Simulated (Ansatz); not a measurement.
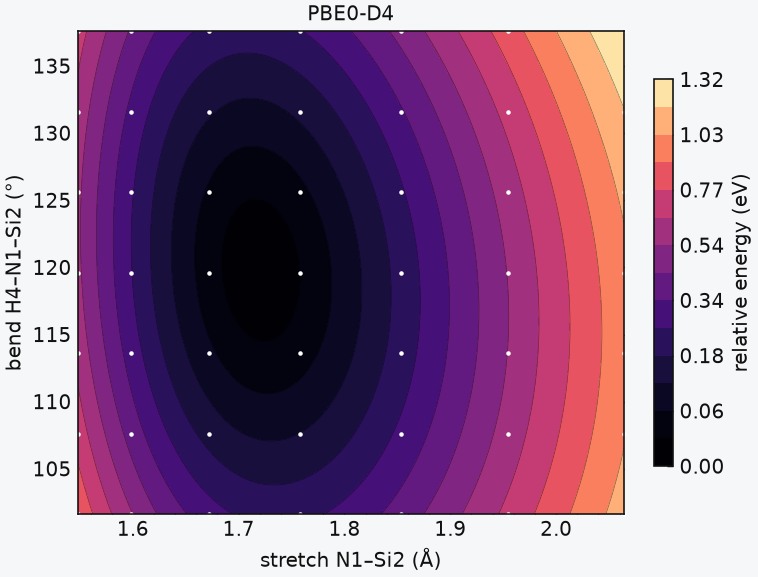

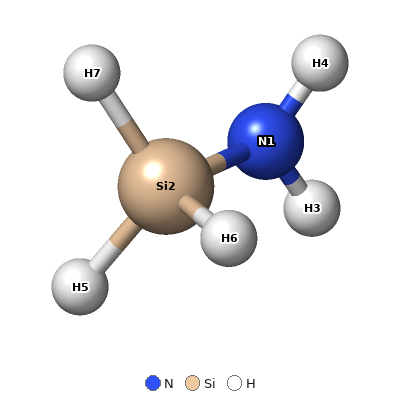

Energy landscape of SiNH₅, SMILES N[SiH3] over the stretch N1–Si2 and the bend H4–N1–Si2. Method named on the plot, def2-TZVPP, the Ansatz code 0.2.0, cores frozen in correlated methods. A stretch and then a bend are set rigidly from the minimum (PBE0-D4/def2-TZVP); energies less that of the minimum; in a bend the first-named atom and what hangs on it turn. The map is drawn from 7 × 7 computed points, interpolated. Dots mark the computed points.

How does the best value of the first coordinate follow the second?

Answer. It shrinks from 1.736 to 1.707 Å as the second goes from 102 to 138° (from a spline through the points).

Give the energies on the grid.

Answer. In eV; across: stretch N1–Si2 (Å), down: bend H4–N1–Si2 (°).
```csv
,1.55,1.60,1.67,1.76,1.85,1.96,2.06
102,0.88,0.55,0.29,0.24,0.38,0.68,1.10
108,0.72,0.40,0.15,0.11,0.27,0.59,1.02
114,0.62,0.30,0.07,0.04,0.21,0.54,0.99
120,0.56,0.26,0.04,0.02,0.20,0.54,1.00
126,0.56,0.27,0.05,0.05,0.24,0.59,1.06
132,0.61,0.32,0.12,0.13,0.33,0.69,1.17
138,0.71,0.43,0.23,0.25,0.47,0.84,1.32
```
